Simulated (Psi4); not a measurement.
**CHF3O3S (triflic acid): MP2/6-31G(d) (spherical functions)**

Aim: the energy change on altering one bond length of CHF3O3S (triflic acid) at MP2/6-31G* (spherical functions), from 2 runs. 

Program for the calculation: Psi4 1.11.

2 further runs of the same task are left out: 2 set aside as unsound or not needed. Runs told in other sessions of the task aren't counted.

## 1. The system as given

CHF3O3S: 9 atoms, total charge 0, spin state singlet. SMILES: `O=S(=O)(O)C(F)(F)F`. Geometry: relaxed at PBE0-D4/def2-TZVP. This is one conformer, not always the lowest.

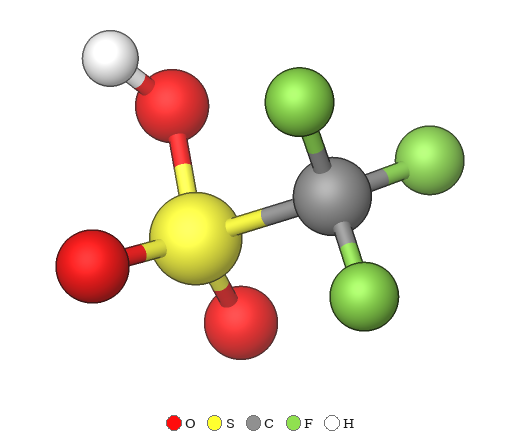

The structure, seen from a chosen angle (oxygen red, sulfur yellow, carbon grey, fluorine green, hydrogen white).

## 2. A single-point energy at MP2/6-31G(d) (spherical functions)

chf3o3s.inp reads:

```
memory 2200 MB

molecule {
  0 1
  O      1.462890    -0.581870     0.985740
  S      0.298500    -0.778940     0.194370
  O      0.144480    -1.837650    -0.729970
  O     -0.972740    -0.777950     1.128120
  C      0.003130     0.796730    -0.725230
  F     -0.076560     1.801740     0.138180
  F      1.014380     1.004120    -1.547510
  F     -1.120920     0.723830    -1.412290
  H     -0.753170    -0.350000     1.968590
  symmetry c1
  no_reorient
  no_com
}

set basis 6-31G*
set puream true
set e_convergence 1e-09
set d_convergence 1e-08
set scf_type pk
set num_frozen_docc 12
set mp2_type conv

energy('mp2')
print_variables()
```

On the command line:

```
$ psi4 -i chf3o3s.inp -o chf3o3s.out -n 1
```

chf3o3s.out:

```text
[...]
  Running in c1 symmetry.
[...]
  Nuclear repulsion =  572.265529984232899
[...]
  Multiplicity = 1
[...]
  Nalpha       = 37
  Nbeta        = 37
[...]
    Number of basis functions: 118
[...]
   @RHF iter   1:  -958.41792180261154    3.13758e-01   7.75318e-03 ADIIS/DIIS
[...]
   @RHF iter  13:  -958.76047349090697   -1.70530e-12   4.75543e-09 DIIS
[...]
    Orbital Energies [Eh]
    ---------------------
    Doubly Occupied:
       1A    -92.274416     2A    -26.389175     3A    -26.386454
       4A    -26.385983     5A    -20.681331     6A    -20.612319
       7A    -20.607534     8A    -11.569889     9A     -9.248045
      10A     -6.934393    11A     -6.933874    12A     -6.932537
      13A     -1.783943    14A     -1.685632    15A     -1.684624
      16A     -1.570683    17A     -1.446698    18A     -1.415776
      19A     -1.057474    20A     -0.949406    21A     -0.880882
      22A     -0.872276    23A     -0.868430    24A     -0.781746
      25A     -0.756457    26A     -0.748506    27A     -0.728098
      28A     -0.718731    29A     -0.706595    30A     -0.706171
      31A     -0.688741    32A     -0.668601    33A     -0.613214
      34A     -0.570437    35A     -0.550770    36A     -0.525740
[...]
  @RHF Final Energy:  -958.76047349090697
   => Energetics <=
    Nuclear Repulsion Energy =            572.2655299842328986
    One-Electron Energy =               -2465.1515459265137906
    Two-Electron Energy =                 934.1255424513739172
    Total Energy =                       -958.7604734909069748
[...]
 Multipole Moments:
 ------------------------------------------------------------------------------------
     Multipole            Electronic (a.u.)      Nuclear  (a.u.)        Total (a.u.)
 ------------------------------------------------------------------------------------
 L = 1.  Multiply by 2.5417464519 to convert [e a0] to [Debye]
 Dipole X            :        -14.6864972           14.1176715           -0.5688258
 Dipole Y            :          4.2879770           -3.4869415            0.8010355
 Dipole Z            :         26.4810661          -25.6933400            0.7877261
 Magnitude           :                                                    1.2592589
[...]
	SCS-MP2 Total Energy (a.u.)        :  -960.00246790658286
	SOS-MP2 Total Energy (a.u.)        :  -959.87912729882248
	SCSN-MP2 Total Energy (a.u.)       :  -959.41171189988188
[...]
	SOS-PI-MP2 Total Energy (a.u.)     :  -960.06556960014166
[...]
	MP2 Total Energy (a.u.)            :  -960.06270682078446
[...]
```

Wall time 25 s (1 thread of Intel Xeon Platinum 8175M at 2.50GHz (Skylake/Cascade Lake), shared host); peak memory 1 GiB.

## 3. The distorted shape, same level

chf3o3s.dat reads:

```
memory 2200 MB

molecule mol {
  O
  S 1 1.421586
  O 2 1.413858 1 123.84682
  O 2 1.577321 3 107.43935 1 -128.88655
  C 2 2.4026 3 107.19936 4 -106.17202
  F 5 1.327355 2 109.35718 3 170.03133
  F 5 1.319766 6 109.40843 2 -119.01937
  F 5 1.319414 7 109.69541 6 119.80667
  H 4 0.968371 2 109.34962 3 156.2232
  symmetry c1
  no_reorient
  no_com
}

set globals {
  basis           6-31G*
  puream          true
  e_convergence   1e-09
  d_convergence   1e-08
  scf_type        pk
  num_frozen_docc 12
  mp2_type        conv
}

E, wfn = energy("mp2", return_wfn=True)
```

On the command line:

```
$ psi4 -n 1 chf3o3s.dat chf3o3s.out
```

chf3o3s.out:

```text
[...]
  Running in c1 symmetry.
[...]
  Nuclear repulsion =  532.670568721239988
[...]
  Multiplicity = 1
[...]
  Nalpha       = 37
  Nbeta        = 37
[...]
    Number of basis functions: 118
[...]
   @RHF iter   1:  -958.33565128084661   -1.08038e-01   7.70148e-03 DIIS/ADIIS
[...]
   @RHF iter  13:  -958.68609571310583   -1.25056e-11   8.74506e-09 DIIS
[...]
    Orbital Energies [Eh]
    ---------------------
    Doubly Occupied:
       1A    -92.270268     2A    -26.385164     3A    -26.384647
       4A    -26.383935     5A    -20.679436     6A    -20.613898
       7A    -20.609852     8A    -11.582734     9A     -9.242442
      10A     -6.928239    11A     -6.927910    12A     -6.926693
      13A     -1.774108    14A     -1.677974    15A     -1.677204
      16A     -1.562369    17A     -1.442044    18A     -1.412033
      19A     -0.997605    20A     -0.929871    21A     -0.862724
      22A     -0.862533    23A     -0.842917    24A     -0.780581
      25A     -0.740600    26A     -0.739863    27A     -0.730232
      28A     -0.724660    29A     -0.701047    30A     -0.700852
      31A     -0.683904    32A     -0.664436    33A     -0.605007
      34A     -0.568657    35A     -0.546045    36A     -0.525615
[...]
  @RHF Final Energy:  -958.68609571310583
   => Energetics <=
    Nuclear Repulsion Energy =            532.6705687212399880
    One-Electron Energy =               -2386.4695535498576646
    Two-Electron Energy =                 895.1128891155118481
    Total Energy =                       -958.6860957131058285
[...]
 Multipole Moments:
 ------------------------------------------------------------------------------------
     Multipole            Electronic (a.u.)      Nuclear  (a.u.)        Total (a.u.)
 ------------------------------------------------------------------------------------
 L = 1.  Multiply by 2.5417464519 to convert [e a0] to [Debye]
 Dipole X            :         -5.7145979            6.0699009            0.3553030
 Dipole Y            :          2.9272451           -1.7430708            1.1841743
 Dipole Z            :          1.7309968           -1.8307394           -0.0997426
 Magnitude           :                                                    1.2403458
[...]
	SCS-MP2 Total Energy (a.u.)        :  -959.95086008106932
	SOS-MP2 Total Energy (a.u.)        :  -959.82595557473178
	SCSN-MP2 Total Energy (a.u.)       :  -959.34559150656867
[...]
	SOS-PI-MP2 Total Energy (a.u.)     :  -960.01593221833616
[...]
	MP2 Total Energy (a.u.)            :  -960.01069245014048
[...]
```

Wall time 24 s (1 thread of Intel Xeon Platinum 8175M at 2.50GHz (Skylake/Cascade Lake), shared host); peak memory 1 GiB.

## 4. Outcome

Level: MP2/6-31G* (spherical functions), 12 core orbitals frozen.

| quantity | value |
| --- | --- |
| first shape: total energy | -960.06271 Eh |
| first shape: HOMO energy (Hartree–Fock orbitals) | -14.00 eV |
| first shape: LUMO energy (Hartree–Fock orbitals) | 4.59 eV |
| first shape: HOMO–LUMO gap (Hartree–Fock orbitals) | 18.59 eV |
| first shape: correlation energy (12 core orbitals frozen) | -1302.2 mEh |
| distorted shape: total energy | -960.01069 Eh |
| distorted shape: HOMO energy (Hartree–Fock orbitals) | -11.80 eV |
| distorted shape: LUMO energy (Hartree–Fock orbitals) | 1.12 eV |
| distorted shape: HOMO–LUMO gap (Hartree–Fock orbitals) | 12.92 eV |
| distorted shape: correlation energy (12 core orbitals frozen) | -1324.6 mEh |
| energy change with the S2–C5 bond stretched from 1.848 to 2.403 Å | 1.415 eV |

What this shows: With the S2–C5 bond stretched from 1.848 to 2.403 Å the energy rises by 1.42 eV (33 kcal/mol). The first shape isn't relaxed at this level, so the change isn't measured from a minimum. With no_com the log's rotational constants are taken about the origin, not the centre of mass, so they aren't the molecule's.
